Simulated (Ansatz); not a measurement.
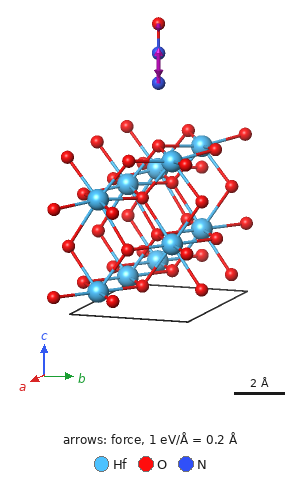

Starting geometry of a slab of composition Hf8N2O17 (cut from the Fm-3m phase) with the computed forces as purple arrows. A ball-and-stick model of the cell of the calculation, outlined in the plane, without the vacuum (origin shifted), seen slightly off an axis.

Case: 1 N2O a cell, inverted, over a top O site. The slab is the (1 1 0) face of HfO2 with N2O on it. 12 atoms are held fixed.

Theory: DFT PBE+D3(BJ), scalar-relativistic, plane waves, PAW (Ansatz 0.2.0). Settings: plane-wave cutoff 420 eV; k-point mesh 2 × 3 × 1; occupations gaussian; smearing width 0.05 eV; no spin polarisation; dipole correction; atoms relaxed in a fixed cell; force threshold 0.04 eV/Å; at most 100 steps.

Q: Is this structure relaxed? If not, where do the atoms go?

A: It isn't relaxed: the largest force vector, on an N atom, is 7.36 eV/Å. The final displacements have little in common with the starting forces (cosine between the two patterns 0.28). The energy falls by 0.644 eV per cell of the calculation in 30 accepted moves (31 points after the start). Largest force component: 7.4 eV/Å at the start, 0.021 eV/Å at the end. The line search rejected the trial step at point 8 of the run. An O atom moves most: 3.58 Å at 56° to the normal (−c side). By element the largest moves are O 3.58 Å, N 1.95 Å, Hf 0.01 Å. The cell stays as it was. Some distances before and after: N–N 1.230 → 1.134 Å, N–O 1.208 → 1.190 Å, Hf–O 2.184 → 2.175 Å, Hf–O 2.364 → 2.356 Å.

Limits of the set-up: the periodic images lie only 5.1 Å apart, so the values are limited by the cell's size.
